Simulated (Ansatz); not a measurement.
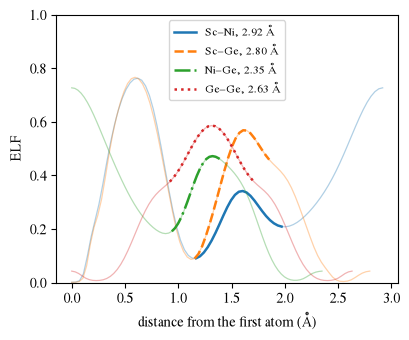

Figure. Sc₃Ni₂Ge₃. Electron localisation function along straight lines between neighbouring atoms. Thin, pale parts lie inside the atomic spheres.

Space group Cmcm; built by placing these elements on a known structure type; not relaxed (largest force 0.5 eV/Å); computed pressure about −4 GPa in this cell; computed without spin polarisation.

Level of theory: Ansatz, DFT, PAW plane waves, r2SCAN.

In a PAW calculation such maps are meaningful between the atoms, not at the nuclei.

```yaml
crystal:
  lattice:
    - [4.09732, 0.00000, 0.00000]
    - [0.00000, 9.97705, 0.00000]
    - [0.00000, 0.00000, 13.30575]
  atoms:
    - { symbol: Sc, position: [0.00000, 0.14100, 0.25000] }
    - { symbol: Sc, position: [0.50000, 0.64100, 0.25000] }
    - { symbol: Sc, position: [0.00000, 0.85900, 0.75000] }
    - { symbol: Sc, position: [0.50000, 0.35900, 0.75000] }
    - { symbol: Ge, position: [0.00000, 0.85000, 0.25000] }
    - { symbol: Ge, position: [0.50000, 0.35000, 0.25000] }
    - { symbol: Ge, position: [0.00000, 0.15000, 0.75000] }
    - { symbol: Ge, position: [0.50000, 0.65000, 0.75000] }
    - { symbol: Ge, position: [0.00000, 0.12030, 0.04040] }
    - { symbol: Ge, position: [0.50000, 0.62030, 0.04040] }
    - { symbol: Ge, position: [0.00000, 0.87970, 0.54040] }
    - { symbol: Ge, position: [0.50000, 0.37970, 0.54040] }
    - { symbol: Ge, position: [0.00000, 0.87970, 0.95960] }
    - { symbol: Ge, position: [0.50000, 0.37970, 0.95960] }
    - { symbol: Ge, position: [0.00000, 0.12030, 0.45960] }
    - { symbol: Ge, position: [0.50000, 0.62030, 0.45960] }
    - { symbol: Sc, position: [0.00000, 0.41700, 0.11050] }
    - { symbol: Sc, position: [0.50000, 0.91700, 0.11050] }
    - { symbol: Sc, position: [0.00000, 0.58300, 0.61050] }
    - { symbol: Sc, position: [0.50000, 0.08300, 0.61050] }
    - { symbol: Sc, position: [0.00000, 0.58300, 0.88950] }
    - { symbol: Sc, position: [0.50000, 0.08300, 0.88950] }
    - { symbol: Sc, position: [0.00000, 0.41700, 0.38950] }
    - { symbol: Sc, position: [0.50000, 0.91700, 0.38950] }
    - { symbol: Ni, position: [0.00000, 0.70990, 0.09450] }
    - { symbol: Ni, position: [0.50000, 0.20990, 0.09450] }
    - { symbol: Ni, position: [0.00000, 0.29010, 0.59450] }
    - { symbol: Ni, position: [0.50000, 0.79010, 0.59450] }
    - { symbol: Ni, position: [0.00000, 0.29010, 0.90550] }
    - { symbol: Ni, position: [0.50000, 0.79010, 0.90550] }
    - { symbol: Ni, position: [0.00000, 0.70990, 0.40550] }
    - { symbol: Ni, position: [0.50000, 0.20990, 0.40550] }
```

**What can be read from the curves?**

Sc–Ni (2.92 Å): the ELF is about 0.30 at the midpoint; no localised pair shows between them.
Sc–Ge (2.80 Å): the ELF peaks at about 0.55 in the valence shell of Ge, 1.2 Å from its nucleus, and is about 0.35 at the midpoint.
Ni–Ge (2.35 Å): the ELF is about 0.40 at the midpoint.
Ge–Ge (2.63 Å): the ELF reaches about 0.60 near the midpoint.
